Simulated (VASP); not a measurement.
Energy against volume of Nb (bcc). Computed with r2SCAN+rVV10, VASP's PBE PAW potentials (set 64) (plane waves; VASP).

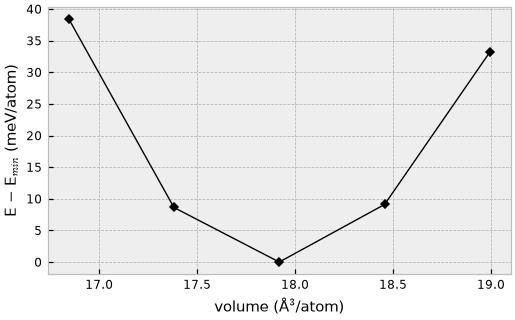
Figure: Energy against volume

Q: Estimate the equilibrium volume and the bulk modulus.

A: The minimum lies near 17.9 Å³/atom, and the curvature gives B0 of about 180 GPa.

Measured: bulk modulus 173 GPa at 0 K (computed value off by +2.4 %), as given by Daniel Mejia-Rodriguez et al., Physical Review B (2018), arXiv:1807.09216 [0 K value with the zero-point phonon effect removed]; a 3.294 Å at 0 K (computed value off by +0.1 %), as given by Daniel Mejia-Rodriguez et al., Physical Review B (2018), arXiv:1807.09216 [static lattice: zero-point anharmonic expansion removed].

The compound is Nb in the bcc structure. It was relaxed first.
